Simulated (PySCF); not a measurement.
**SiO: density, localisation and related maps**

```xyz
2

Si    0.0000    0.0000   -0.5544
O     0.0000    0.0000    0.9696
```

Computed with PySCF 2.14.0, PBE0/def2-SVP, non-relativistic Hamiltonian with scalar-relativistic core potentials where named, at a bond length of 1.524 Å.

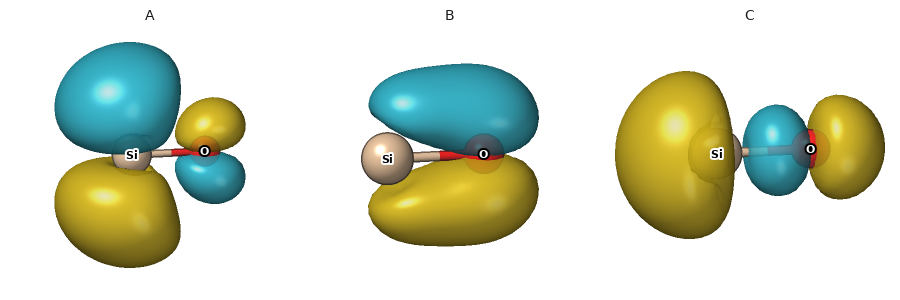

Figure 1. Three frontier orbitals, each drawn at the value that holds 80 % of its norm (yellow and cyan are the two phases), in no order; of a degenerate pair one member is drawn.

### Label each orbital by symmetry, say whether it is occupied, and order them by energy.

Orbital B: π, occupied, −9.34 eV; mainly on O (75 %).
Orbital C: σ, occupied, −8.68 eV; shared between the atoms (Si 60 %, O 40 %).
Orbital A: π, empty, −1.73 eV; mainly on Si (80 %).

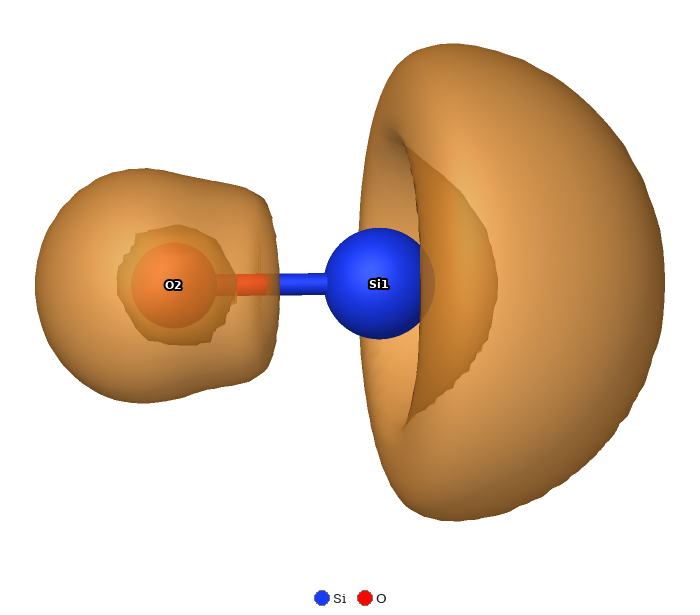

Figure 2. Isosurface of the ELF at 0.75 (orange), seen from one side. Core shells and regions of very low density are left out.

### Describe the localisation domains.

At this value the surface marks out one lobe on Si, pointing away from the bonds (lone pairs) and one region wrapped around O (its lone pairs, merged into a ring or cap). Along the contacts the grid gives the following. Si–O (1.52 Å): the ELF peaks at about 0.85 between the atoms (a short, strongly polar bond).

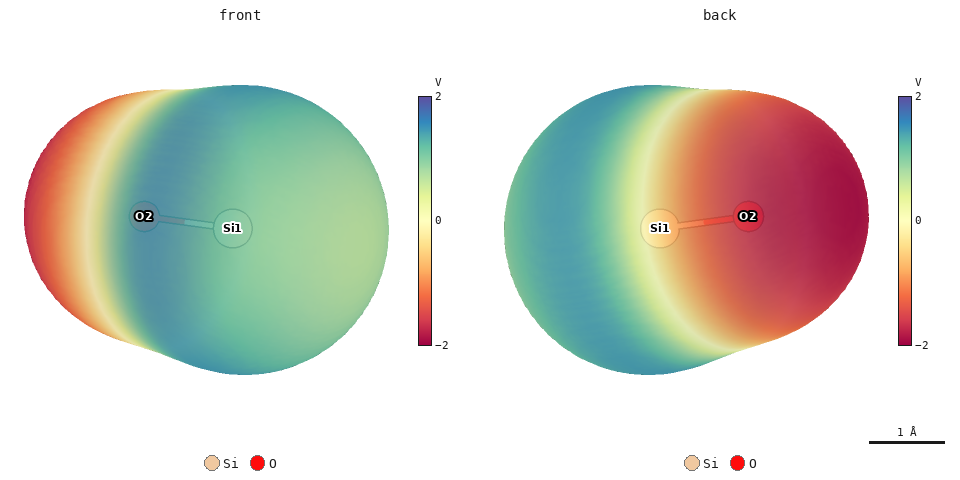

Figure 3. The molecular electrostatic potential painted on the density surface at 0.002 e/bohr³, seen from the front and from behind; red is negative and blue positive.

### Where is the surface potential most negative and most positive?

The most negative region (about −2.0 V) lies over O2, the most positive (about +1.5 V) over Si1. O2 is the likeliest acceptor of a hydrogen bond.
